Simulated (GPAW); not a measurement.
# A GW chain in GPAW: CsPbCl3 (Pm-3m)

Aim: the G0W0 gap of CsPbCl3 (Pm-3m) on PBE, step by step.

Program: GPAW 26.7.0. Level of theory: PBE and many-body steps on it, plane waves. Results are calculated unless marked as measured.

## (1) Starting point

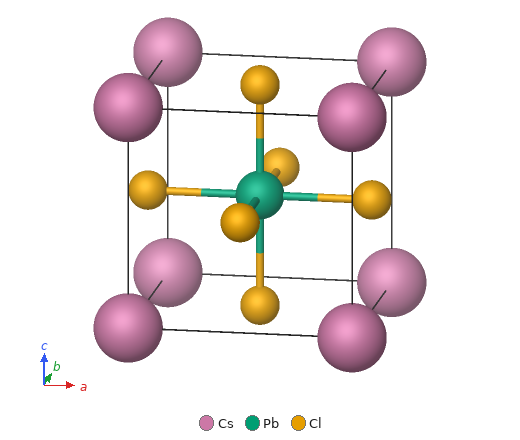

The cell as given, slightly off an axis (caesium pink, lead teal, chlorine orange). Some periodic images of atoms are drawn too.

Structure file:

```
Cs Pb Cl
1.0
     5.60500    0.00000    0.00000
     0.00000    5.60500    0.00000
     0.00000    0.00000    5.60500
Cs Pb Cl
1 1 3
Direct
  0.00000 0.00000 0.00000
  0.50000 0.50000 0.50000
  0.50000 0.50000 0.00000
  0.00000 0.50000 0.50000
  0.50000 0.00000 0.50000
```

The cell and positions come from the Crystallography Open Database and are kept as given unless a step says otherwise. Spin-orbit coupling is left out unless a step names it.

## (2) Ground state

This step: GPAW 26.7.0; DFT, PBE, plane waves, PAW.

The ground-state density comes first.

Input file run.py:

```python
import json
import numpy as np
from gpaw.mpi import world
from ase import Atoms
from gpaw import GPAW, PW, FermiDirac

atoms = Atoms(['Cs', 'Pb', 'Cl', 'Cl', 'Cl'],
    cell=[[5.6050000000, 0.0000000000, 0.0000000000],
      [0.0000000000, 5.6050000000, 0.0000000000],
      [0.0000000000, 0.0000000000, 5.6050000000]],
    scaled_positions=[[0.0000000000, 0.0000000000, 0.0000000000],
      [0.5000000000, 0.5000000000, 0.5000000000],
      [0.5000000000, 0.5000000000, 0.0000000000],
      [0.0000000000, 0.5000000000, 0.5000000000],
      [0.5000000000, 0.0000000000, 0.5000000000]],
    pbc=(True, True, True))
calc = GPAW(mode=PW(450),
    xc='PBE',
    kpts={'size': (4, 4, 4), 'gamma': True},
    occupations=FermiDirac(0.001),
    nbands=-8,
    convergence={'density': 1e-6, 'bands': -3},
    maxiter=100,
    txt='gs.txt')
atoms.calc = calc
res = {'energy': atoms.get_potential_energy()}
kpts = calc.get_ibz_k_points()
res['kpts'] = kpts
res['eigenvalues'] = [calc.get_eigenvalues(kpt=k) for k in range(len(kpts))]
res['n_electrons'] = calc.get_number_of_electrons()
calc.write('gs.gpw')

if world.rank == 0:
    with open('result.json', 'w') as f:
        json.dump(res, f, default=lambda x: x.tolist())
```

Started as:

```sh
$ mpirun -n 4 gpaw python run.py
```

Numbers of over 12 decimals in the logs are rounded to 6 here.

What it wrote:

```text
__  _  _
 | _ |_)|_||  |
 |__||  | ||/\| - 26.7.0

Input parameters:
  mode=PW(ecut=450.000000),
  convergence={'density': 1e-06, 'bands': -3},
  kpts=MonkhorstPack(size=(4, 4, 4), gamma=True),
  maxiter=100,
  nbands=-8,
  occupations=Occupations(name='fermi-dirac', width=0.001, fixmagmom=False),
  xc=XC(name='PBE')
  [... matrices ...]
Diagonalizing LCAO Hamiltonian
Converting LCAO to pw mode
    .-------------.
   /|             |
  / |             |
 *  |             |
 |  |             |
 | Cl    Pb       |
 |  |   Cl        |
 |  .-------------.
 | /     Cl      /
 |/             /
 Cs------------*

Atoms  # Å, Bohr magnetons
|   | symbol |        x |        y |        z |    initial magnetic moments |
| 0 |     Cs | 0.000000 | 0.000000 | 0.000000 | ( 0.0000,  0.0000,  0.0000) |
| 1 |     Pb | 2.802500 | 2.802500 | 2.802500 | ( 0.0000,  0.0000,  0.0000) |
| 2 |     Cl | 2.802500 | 2.802500 | 0.000000 | ( 0.0000,  0.0000,  0.0000) |
| 3 |     Cl | 0.000000 | 2.802500 | 2.802500 | ( 0.0000,  0.0000,  0.0000) |
| 4 |     Cl | 2.802500 | 0.000000 | 2.802500 | ( 0.0000,  0.0000,  0.0000) |

Unit cell  # Å
| periodic |        x |        y |        z |  lengths |    angles |
|      yes | 5.605000 | 0.000000 | 0.000000 | 5.605000 | 90.000000 |
|      yes | 0.000000 | 5.605000 | 0.000000 | 5.605000 | 90.000000 |
|      yes | 0.000000 | 0.000000 | 5.605000 | 5.605000 | 90.000000 |

Number of symmetries: 48
Symmetry operations  # r_c * U_cc + t_c -> r_c
|    | kind |            matrix            |
|  0 |  E   |  1, 0, 0,  0, 1, 0,  0, 0, 1 |
|  1 |  σ   |  1, 0, 0,  0, 1, 0,  0, 0,-1 |
|  2 |  σ   |  1, 0, 0,  0, 0, 1,  0, 1, 0 |
|  3 |  C4  |  1, 0, 0,  0, 0, 1,  0,-1, 0 |
|  4 |  C4  |  1, 0, 0,  0, 0,-1,  0, 1, 0 |
|  5 |  σ   |  1, 0, 0,  0, 0,-1,  0,-1, 0 |
|  6 |  σ   |  1, 0, 0,  0,-1, 0,  0, 0, 1 |
|  7 |  C2  |  1, 0, 0,  0,-1, 0,  0, 0,-1 |
|  8 |  σ   |  0, 1, 0,  1, 0, 0,  0, 0, 1 |
|  9 |  C2  |  0, 1, 0,  1, 0, 0,  0, 0,-1 |
| 10 |  C3  |  0, 1, 0,  0, 0, 1,  1, 0, 0 |
| 11 |  S6  |  0, 1, 0,  0, 0, 1, -1, 0, 0 |
| 12 |  S6  |  0, 1, 0,  0, 0,-1,  1, 0, 0 |
| 13 |  C3  |  0, 1, 0,  0, 0,-1, -1, 0, 0 |
| 14 |  C4  |  0, 1, 0, -1, 0, 0,  0, 0, 1 |
| 15 |  S4  |  0, 1, 0, -1, 0, 0,  0, 0,-1 |
| 16 |  C3  |  0, 0, 1,  1, 0, 0,  0, 1, 0 |
| 17 |  S6  |  0, 0, 1,  1, 0, 0,  0,-1, 0 |
| 18 |  σ   |  0, 0, 1,  0, 1, 0,  1, 0, 0 |
| 19 |  C4  |  0, 0, 1,  0, 1, 0, -1, 0, 0 |
| 20 |  C2  |  0, 0, 1,  0,-1, 0,  1, 0, 0 |
| 21 |  S4  |  0, 0, 1,  0,-1, 0, -1, 0, 0 |
| 22 |  S6  |  0, 0, 1, -1, 0, 0,  0, 1, 0 |
| 23 |  C3  |  0, 0, 1, -1, 0, 0,  0,-1, 0 |
| 24 |  S6  |  0, 0,-1,  1, 0, 0,  0, 1, 0 |
| 25 |  C3  |  0, 0,-1,  1, 0, 0,  0,-1, 0 |
| 26 |  C4  |  0, 0,-1,  0, 1, 0,  1, 0, 0 |
| 27 |  σ   |  0, 0,-1,  0, 1, 0, -1, 0, 0 |
| 28 |  S4  |  0, 0,-1,  0,-1, 0,  1, 0, 0 |
| 29 |  C2  |  0, 0,-1,  0,-1, 0, -1, 0, 0 |
| 30 |  C3  |  0, 0,-1, -1, 0, 0,  0, 1, 0 |
| 31 |  S6  |  0, 0,-1, -1, 0, 0,  0,-1, 0 |
| 32 |  C4  |  0,-1, 0,  1, 0, 0,  0, 0, 1 |
| 33 |  S4  |  0,-1, 0,  1, 0, 0,  0, 0,-1 |
| 34 |  S6  |  0,-1, 0,  0, 0, 1,  1, 0, 0 |
| 35 |  C3  |  0,-1, 0,  0, 0, 1, -1, 0, 0 |
| 36 |  C3  |  0,-1, 0,  0, 0,-1,  1, 0, 0 |
| 37 |  S6  |  0,-1, 0,  0, 0,-1, -1, 0, 0 |
| 38 |  σ   |  0,-1, 0, -1, 0, 0,  0, 0, 1 |
| 39 |  C2  |  0,-1, 0, -1, 0, 0,  0, 0,-1 |
| 40 |  σ   | -1, 0, 0,  0, 1, 0,  0, 0, 1 |
| 41 |  C2  | -1, 0, 0,  0, 1, 0,  0, 0,-1 |
| 42 |  C2  | -1, 0, 0,  0, 0, 1,  0, 1, 0 |
| 43 |  S4  | -1, 0, 0,  0, 0, 1,  0,-1, 0 |
| 44 |  S4  | -1, 0, 0,  0, 0,-1,  0, 1, 0 |
| 45 |  C2  | -1, 0, 0,  0, 0,-1,  0,-1, 0 |
| 46 |  C2  | -1, 0, 0,  0,-1, 0,  0, 0, 1 |
| 47 |  i   | -1, 0, 0,  0,-1, 0,  0, 0,-1 |

BZ-sampling:
  Number of BZ points: 64
  Number of IBZ points: 10

  Monkhorst-Pack size: [4, 4, 4]
  Monkhorst-Pack shift: [0.125, 0.125, 0.125]

K-points  # in reciprocal-cell coordinates
|   |                                coordinates |     weight |
| 0 | (  0.00000000,   0.00000000,   0.00000000) | 0.01562500 |
| 1 | (  0.25000000,   0.00000000,   0.00000000) | 0.09375000 |
| 2 | (  0.25000000,   0.25000000,   0.00000000) | 0.18750000 |
| 3 | (  0.25000000,   0.25000000,   0.25000000) | 0.12500000 |
| 4 | (  0.50000000,   0.00000000,   0.00000000) | 0.04687500 |
| 5 | (  0.50000000,   0.25000000,   0.00000000) | 0.18750000 |
| 6 | (  0.50000000,   0.25000000,   0.25000000) | 0.18750000 |
| 7 | (  0.50000000,   0.50000000,   0.00000000) | 0.04687500 |
| 8 | (  0.50000000,   0.50000000,   0.25000000) | 0.09375000 |
| 9 | (  0.50000000,   0.50000000,   0.50000000) | 0.01562500 |

Plane wave coefficients: 3840
Cutoff: 450.000000 eV

Spin-components: 1 (collinear spins)
Bands:           30
Projectors:      26
Spin-degeneracy: 2
Datatype:        complex128

  Storage: CPU
  Wave functions: 18_196_800 bytes (4_549_200 per core)
  Projectors: 18_196_800 bytes (4_549_200 per core)
  [... matrices ...]
Parallelization:
  kpt:    2
  domain: 2
  band:   1

Density:
  Valence electrons: 44.0
  Components: 1
  Grid points: [28 28 28]
  Charge: 0.0  # |e|

Potential:
  Grid points: [28 28 28]

species:
  Cs:
    name:    Caesium
    Z:       55.0
    valence: 9
    core:    46
    charge:  0.0  # [|e|]
    compensation charges:
      type: gauss
      rc: 0.33  # [Å]
      lmax: 2
    cutoffs:
      filter: 2.06  # [Å]
      core: 2.51  # [Å]
    projectors
    | kind |    occ | energy [eV] | rcut [Å] |
    |   5s |  2.000 |     -26.706 |    1.164 |
    |   6s |  1.000 |      -2.085 |    1.164 |
    |   5p |  6.000 |     -13.523 |    1.058 |
    |    p |        |      13.688 |    1.058 |
    |    d |        |       0.000 |    1.058 |

    Using partial waves for Cs as LCAO basis

  Pb:
    name:    Lead
    Z:       82.0
    valence: 14
    core:    68
    charge:  0.0  # [|e|]
    compensation charges:
      type: gauss
      rc: 0.38  # [Å]
      lmax: 2
    cutoffs:
      filter: 2.36  # [Å]
      core: 2.43  # [Å]
    projectors
    | kind |    occ | energy [eV] | rcut [Å] |
    |   6s |  2.000 |     -11.969 |    1.259 |
    |   6p |  2.000 |      -3.506 |    1.275 |
    |   5d | 10.000 |     -21.211 |    1.217 |
    |    s |        |      15.243 |    1.259 |
    |    p |        |      23.705 |    1.275 |
    |    d |        |       6.001 |    1.217 |

    Using partial waves for Pb as LCAO basis

  Cl:
    name:    Chlorine
    Z:       17.0
    valence: 7
    core:    10
    charge:  0.0  # [|e|]
    compensation charges:
      type: gauss
      rc: 0.25  # [Å]
      lmax: 2
    cutoffs:
      filter: 1.40  # [Å]
      core: 1.49  # [Å]
    projectors
    | kind |    occ | energy [eV] | rcut [Å] |
    |   3s |  2.000 |     -20.689 |    0.794 |
    |   3p |  5.000 |      -8.594 |    0.794 |
    |    s |        |       6.523 |    0.794 |
    |    p |        |      18.617 |    0.794 |
    |    d |        |       0.000 |    0.794 |

    Using partial waves for Cl as LCAO basis

Reference energy: -816739.388037  # eV

eigensolver:
  PPCG
  Converge bands: -3
  niter=2

density mixing:
  MSR1-Mixer
  Pratt-step length: 0.05
  Maximum mixing coefficient: 0.75
  Old densities: 10
  SVD Regularization: 0.005
  Good broyden scale: 1.0
  Trust region scale: 1.0
  Backstep threshold: 4.0
  History deletion threshold: 6.0
  Fourier metric: weight=20.0, sigma=0.015

occupation numbers:
  Fermi-Dirac:
    width: 0.0010  # eV

poisson solver:
  ecut: 3600.000000  # eV

xc functional:
  name: PBE with 2 nearest neighbor stencil

Initialization done in: 1.217 s

convergence criteria:
- Maximum integral of absolute [dens]ity change: 1e-06 electrons / valence electron
- Maximum [total energy] change in last 3 cyles: 0.0005 eV / valence electron
- Maximum integral of absolute [eigenst]ate change: 4e-08 eV^2 / valence electron
maximum number of iterations: 100

SCF iterations
|iter     |     time |      energy | eigst |  dens |
|iter:   1|  |  -18.264793 | +0.87 |       |
|iter:   2|  |  -18.125110 | -0.11 | -1.24 |
|iter:   3|  |  -17.539815 | -0.81 | -1.29 |
|iter:   4|  |  -17.541405 | -1.62 | -1.81 |
|iter:   5|  |  -17.544838c| -2.28 | -2.22 |
|iter:   6|  |  -17.545086c| -3.04 | -2.97 |
|iter:   7|  |  -17.545103c| -3.47 | -3.55 |
|iter:   8|  |  -17.545105c| -3.74 | -4.12 |
|iter:   9|  |  -17.545105c| -4.38 | -5.08 |
|iter:  10|  |  -17.545105c| -5.00 | -5.56 |
|iter:  11|  |  -17.545105c| -5.63 | -6.28c|
|iter:  12|  |  -17.545105c| -6.24 | -6.90c|
|iter:  13|  |  -17.545105c| -6.90 | -7.37c|
|iter:  14|  |  -17.545105c| -7.60c| -7.90c|

Converged in 14 steps
SCF loop duration: 4.488 s (0.321 s/step)
Energy contributions relative to reference atoms: (reference = -816739.388037)
  [... matrices ...]
Energy contributions:
  Kinetic:          33.215219
  Coulomb:         -32.950786
  Zero:             -0.107956
  External:          0.000000
  Xc:              -17.701582
  Entropy:          -0.000000
  Spinorbit:         0.000000
  ----------------------------
  Free energy:     -17.545105
  Extrapolated:    -17.545105

dipole moment: (-52.513557, -52.513557, -52.513557)  # |e|*Ang

Fermi level: 4.244
Eigenvalues  # (at kpt = [0.000, 0.000, 0.000])
| band index |      eig [eV] | occ [0-2] |
|          0 |       -18.294 |     2.000 |
|        ... |               |           |
|         14 |        -1.635 |     2.000 |
|         15 |        -1.635 |     2.000 |
|         16 |         0.407 |     2.000 |
|         17 |         0.407 |     2.000 |
|         18 |         0.407 |     2.000 |
|         19 |         0.512 |     2.000 |
|         20 |         0.512 |     2.000 |
|         21 |         0.512 |     2.000 |
|         22 |         6.400 |     0.000 |
|         23 |         7.332 |     0.000 |
|         24 |         7.332 |     0.000 |
|         25 |         8.241 |     0.000 |
|         26 |         8.241 |     0.000 |
|         27 |         8.295 |     0.000 |
|         28 |         9.213 |     0.000 |
|         29 |         9.213 |     0.000 |

Gap: 1.868 eV
Transition (v -> c):
  (s=0, k=9, n=21, [0.50, 0.50, 0.50]) -> (s=0, k=9, n=22, [0.50, 0.50, 0.50])
No difference between direct/indirect transitions
# Writing to gs.gpw (mode='')
  [... matrices ...]
```

Wall time 7.3 s (4 MPI ranks of Intel Xeon 6975P-C (Granite Rapids), shared host); peak memory 0.72 GiB; 28 s of CPU time.

This step gave:

```
total energy               : -17.55 eV
gap                        : 1.868 eV
k of the valence top       : 0.5, 0.5, 0.5
k of the conduction bottom : 0.5, 0.5, 0.5
least direct gap           : 1.868 eV
```

The gap is direct, at (0.500, 0.500, 0.500).

## (3) Bands along the symmetry lines

Levels along a band path, at the cheap level, show where the edges lie and whether the meshes to come will hold them.

Input file run.py:

```python
import json
import numpy as np
from gpaw.mpi import world
from gpaw import GPAW

path = [[0.000000, 0.000000, 0.000000],
    [0.000000, 0.062500, 0.000000],
    [0.000000, 0.125000, 0.000000],
    [0.000000, 0.187500, 0.000000],
    [0.000000, 0.250000, 0.000000],
    [0.000000, 0.312500, 0.000000],
    [0.000000, 0.375000, 0.000000],
    [0.000000, 0.437500, 0.000000],
    [0.000000, 0.500000, 0.000000],
    [0.062500, 0.500000, 0.000000],
    [0.125000, 0.500000, 0.000000],
    [0.187500, 0.500000, 0.000000],
    [0.250000, 0.500000, 0.000000],
    [0.312500, 0.500000, 0.000000],
    [0.375000, 0.500000, 0.000000],
    [0.437500, 0.500000, 0.000000],
    [0.500000, 0.500000, 0.000000],
    [0.437500, 0.437500, 0.000000],
    [0.375000, 0.375000, 0.000000],
    [0.312500, 0.312500, 0.000000],
    [0.250000, 0.250000, 0.000000],
    [0.187500, 0.187500, 0.000000],
    [0.125000, 0.125000, 0.000000],
    [0.062500, 0.062500, 0.000000],
    [0.000000, 0.000000, 0.000000],
    [0.062500, 0.062500, 0.062500],
    [0.125000, 0.125000, 0.125000],
    [0.187500, 0.187500, 0.187500],
    [0.250000, 0.250000, 0.250000],
    [0.312500, 0.312500, 0.312500],
    [0.375000, 0.375000, 0.375000],
    [0.437500, 0.437500, 0.437500],
    [0.500000, 0.500000, 0.500000],
    [0.437500, 0.500000, 0.437500],
    [0.375000, 0.500000, 0.375000],
    [0.312500, 0.500000, 0.312500],
    [0.250000, 0.500000, 0.250000],
    [0.187500, 0.500000, 0.187500],
    [0.125000, 0.500000, 0.125000],
    [0.062500, 0.500000, 0.062500],
    [0.000000, 0.500000, 0.000000],
    [0.500000, 0.500000, 0.500000],
    [0.500000, 0.500000, 0.437500],
    [0.500000, 0.500000, 0.375000],
    [0.500000, 0.500000, 0.312500],
    [0.500000, 0.500000, 0.250000],
    [0.500000, 0.500000, 0.187500],
    [0.500000, 0.500000, 0.125000],
    [0.500000, 0.500000, 0.062500],
    [0.500000, 0.500000, 0.000000]]
calc = GPAW('gs.gpw').fixed_density(kpts=path,
    symmetry='off',
    nbands=32,
    convergence={'bands': 28},
    txt='bands.txt')
res = {}
kpts = calc.get_ibz_k_points()
res['kpts'] = kpts
res['eigenvalues'] = [calc.get_eigenvalues(kpt=k) for k in range(len(kpts))]
res['n_electrons'] = calc.get_number_of_electrons()

if world.rank == 0:
    with open('result.json', 'w') as f:
        json.dump(res, f, default=lambda x: x.tolist())
```

Started as:

```sh
$ mpirun -n 4 gpaw python run.py
```

What it wrote:

```text
Diagonalizing LCAO Hamiltonian
Converting LCAO to pw mode
convergence criteria:
- Maximum integral of absolute [eigenst]ate change: 4e-08 eV^2 / valence electron
maximum number of iterations: 100

SCF iterations
|iter     |     time |      energy | eigst |  dens |
|iter:   1|  |             | +1.40 |       |
|iter:   2|  |             | +0.79 |       |
|iter:   3|  |             | -0.11 |       |
[...]
|iter:  12|  |             | -6.72 |       |
|iter:  13|  |             | -7.39 |       |
|iter:  14|  |             | -7.83c|       |
SCF steps: 14
  __  _  _
 | _ |_)|_||  |
 |__||  | ||/\| - 26.7.0

Input parameters:
  mode=PW(ecut=450.000000),
  convergence={'bands': 28},
  gpts=array([28, 28, 28]),
  kpts=KPoints(kpts=array([[0.    , 0.    , 0.    ],
         [0.    , 0.0625, 0.    ],
         [0.    , 0.125 , 0.    ],
         [0.    , 0.1875, 0.    ],
         [0.    , 0.25  , 0.    ],
         [0.    , 0.3125, 0.    ],
         [0.    , 0.375 , 0.    ],
         [0.    , 0.4375, 0.    ],
[...]
[0.0625, 0.5   , 0.    ],
[...]
[0.1875, 0.5   , 0.    ],
[...]
[0.3125, 0.5   , 0.    ],
[...]
[0.4375, 0.5   , 0.    ],
[...]
[0.4375, 0.4375, 0.    ],
[...]
[0.3125, 0.3125, 0.    ],
[...]
[0.1875, 0.1875, 0.    ],
[...]
[0.0625, 0.0625, 0.    ],
[...]
[0.0625, 0.0625, 0.0625],
[...]
[0.1875, 0.1875, 0.1875],
[...]
[0.3125, 0.3125, 0.3125],
[...]
[0.4375, 0.4375, 0.4375],
[...]
[0.4375, 0.5   , 0.4375],
[...]
[0.3125, 0.5   , 0.3125],
[...]
[0.1875, 0.5   , 0.1875],
[...]
[0.0625, 0.5   , 0.0625],
[...]
[0.5   , 0.5   , 0.4375],
[...]
[0.5   , 0.5   , 0.3125],
         [0.5   , 0.5   , 0.25  ],
         [0.5   , 0.5   , 0.1875],
         [0.5   , 0.5   , 0.125 ],
         [0.5   , 0.5   , 0.0625],
         [0.5   , 0.5   , 0.    ]])),
  maxiter=100,
  nbands=32,
  occupations=Occupations(name='fermi-dirac', width=0.001, fixmagmom=False),
  parallel={},
  symmetry=Symmetry(point_group=False, time_reversal=False),
  xc=XC(name='PBE')
  [... matrices ...]
timing:  # [seconds]
  Total: 0.055  # ━━━━━━━━━━━━━━━━━━━━━━━━━━━━━━━━━━━━━━━━━━━━━━━━━━━━━━━━━━━
```

It took 18 s on 4 MPI ranks; peak memory 0.95 GiB; 72 s of CPU time.

This step gave:

```
gap                        : 1.868 eV
k of the valence top       : 0.5, 0.5, 0.5
k of the conduction bottom : 0.5, 0.5, 0.5
least direct gap           : 1.868 eV
```

The gap is 1.868 eV, as in the run before at this level.

Electronic bands along the path, in eV, zero at the top of the highest filled band:

| point | band 19 | band 20 | band 21 | band 22 | band 23 | band 24 | band 25 | band 26 |
| --- | --- | --- | --- | --- | --- | --- | --- | --- |
| Γ | -2.69 | -2.58 | -2.58 | -2.58 | 3.31 | 4.24 | 4.24 | 5.15 |
| X | -2.79 | -2.69 | -2.69 | -1.72 | 2.95 | 4.64 | 5.15 | 5.27 |
| M | -2.87 | -2.81 | -2.27 | -0.83 | 2.45 | 2.45 | 4.87 | 5.34 |
| Γ | -2.69 | -2.58 | -2.58 | -2.58 | 3.31 | 4.24 | 4.24 | 5.15 |
| R | -2.26 | -2.26 | -2.26 | 0.00 | 1.87 | 1.87 | 1.87 | 5.06 |
| X | -2.79 | -2.69 | -2.69 | -1.72 | 2.95 | 4.64 | 5.15 | 5.27 |
| jump to R | -2.26 | -2.26 | -2.26 | 0.00 | 1.87 | 1.87 | 1.87 | 5.06 |
| M | -2.87 | -2.81 | -2.27 | -0.83 | 2.45 | 2.45 | 4.87 | 5.34 |

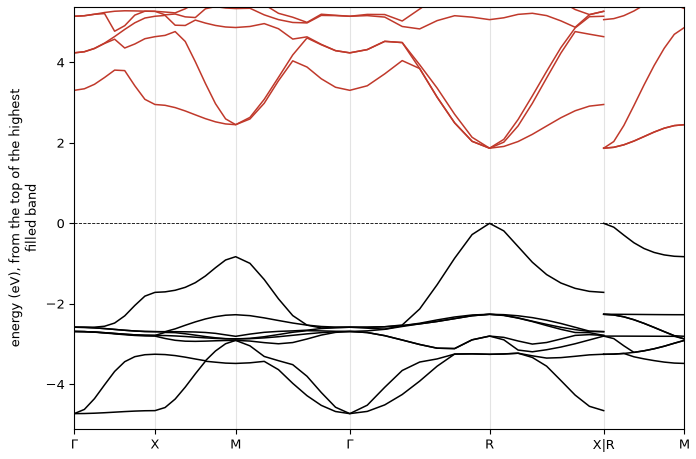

Electronic bands along the path; lines of filled and empty bands in two colours.

## (4) Empty states on the mesh, 4×4×4 mesh, 296 bands

The sums over transitions need many empty states on a uniform mesh; this step solves for them.

Input file run.py:

```python
import json
import numpy as np
from gpaw.mpi import world
from gpaw import GPAW

calc = GPAW('gs.gpw').fixed_density(kpts={'size': (4, 4, 4), 'gamma': True},
    parallel={'domain': 1, 'band': 1},
    txt='nscf.txt')
calc.diagonalize_full_hamiltonian(nbands=296)
calc.write('full.gpw', mode='all')
res = {}
kpts = calc.get_ibz_k_points()
res['kpts'] = kpts
res['eigenvalues'] = [calc.get_eigenvalues(kpt=k) for k in range(len(kpts))]
res['n_electrons'] = calc.get_number_of_electrons()

if world.rank == 0:
    with open('result.json', 'w') as f:
        json.dump(res, f, default=lambda x: x.tolist())
```

Started as:

```sh
$ mpirun -n 4 gpaw python run.py
```

What it wrote:

```text
Diagonalizing LCAO Hamiltonian
Converting LCAO to pw mode
convergence criteria:
- Maximum integral of absolute [eigenst]ate change: 4e-08 eV^2 / valence electron
maximum number of iterations: 100

SCF iterations
|iter     |     time |      energy | eigst |  dens |
|iter:   1|  |             | +1.09 |       |
|iter:   2|  |             | +0.25 |       |
|iter:   3|  |             | -0.68 |       |
[...]
|iter:  15|  |             | -7.05 |       |
|iter:  16|  |             | -7.30 |       |
|iter:  17|  |             | -7.55c|       |
SCF steps: 17
  __  _  _
 | _ |_)|_||  |
 |__||  | ||/\| - 26.7.0

Input parameters:
  mode=PW(ecut=450.000000),
  convergence={'density': 1e-06, 'bands': -3},
  gpts=array([28, 28, 28]),
  kpts=MonkhorstPack(size=(4, 4, 4), gamma=True),
  maxiter=100,
  nbands=30,
  occupations=Occupations(name='fermi-dirac', width=0.001, fixmagmom=False),
  parallel={'domain': 1, 'band': 1},
  xc=XC(name='PBE')
Matrix size: 3811x3811
# Writing to full.gpw (mode='all')
  [... matrices ...]

timing:  # [seconds]
  Total: 77.603  # ━━━━━━━━━━━━━━━━━━━━━━━━━━━━━━━━━━━━━━━━━━━━━━━━━━━━━━━━━━
```

It took 85 s on 4 MPI ranks; peak memory 5.3 GiB.

This step gave:

- gap: 1.868 eV
- k of the valence top: 0.5, 0.5, 0.5
- k of the conduction bottom: 0.5, 0.5, 0.5
- least direct gap: 1.868 eV
- k points computed: 10
- lowest point of the top converged band, above the valence top: 71.0709 eV

On this mesh the gap is 1.868 eV.

(Part 1 of 2 ends here.)

[Paths, hosts, dates, memory and timing lines, banners, echoed tables and standing remarks are left out of the program output.]

[Logs are printed without paths, hosts, clocks, repeated set-up lines and the standing remarks that a program may print on its own settings, such as how far it seeks lower states.]

[Runs of the session that timed out or met a known fault of the program may be left out.]

[Hosts, paths, dates, database ids (printed as entryN), source tags and the programs' standing remarks are cut or masked in the printed files.]
